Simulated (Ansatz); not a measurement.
# Fields on a plane of Si (diamond)

```xyz
2
Lattice="0.0000 2.7349 2.7349 2.7349 0.0000 2.7349 2.7349 2.7349 0.0000" Properties=species:S:1:pos:R:3 pbc="T T T"
Si     2.7349     2.7349     2.7349
Si     4.1024     4.1024     4.1024
```

The slice is a {110} plane (indices of the conventional cell) through the point (0.500, 0.500, 0.500) (fractional), spanned by u = [100] and v = [1 -1 -1] in vectors of this cell: u (3.87 Å) and v (5.47 Å, at 90° to u). It covers one period; positions are fractions (u, v).

Atoms on it: Si at (0.00, 0.00); Si at (0.50, 0.75).

Level of theory: PBE (plane waves to 420 eV, PAW, scalar-relativistic; Ansatz, a program for electronic structure). k mesh 10×10×10. Inside the PAW spheres the values are not all-electron values, and peaks at nuclei hang on which shells count as valence. Si was relaxed with its symmetry unable to fall. The PAW data are Ansatz's earlier set.

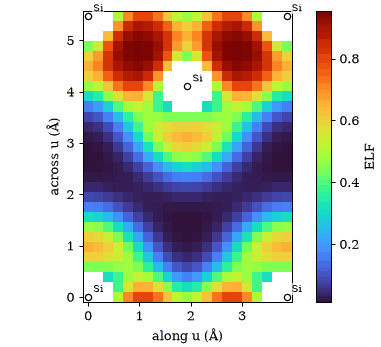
Electron localisation function (ELF), one period of the plane, atoms marked. Points within 0.5 Å of a nucleus are left white, as the pseudised field means little there.

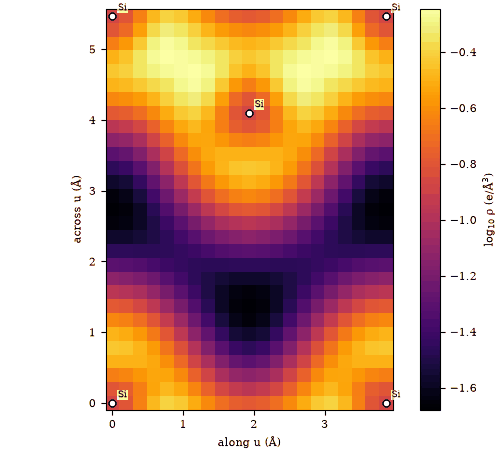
Figure. Log₁₀ of the valence density in e/Å³, one period of the plane, atoms marked. The scale is logarithmic, as a density can span decades between atoms and voids.

| Quantity | Result |
|---|---|
| Density on the Si–Si line (2.37 Å) at its midpoint | 0.56 e/Å³ |
| ELF at that point | 1.0 |
| ELF maximum in the middle third of the Si–Si line | 0.95, 1.2 Å from Si |
| Character of the Si–Si contact (rough rule: ELF there above 0.7 covalent, below 0.2 ionic, polar between) | shared-electron (covalent) |
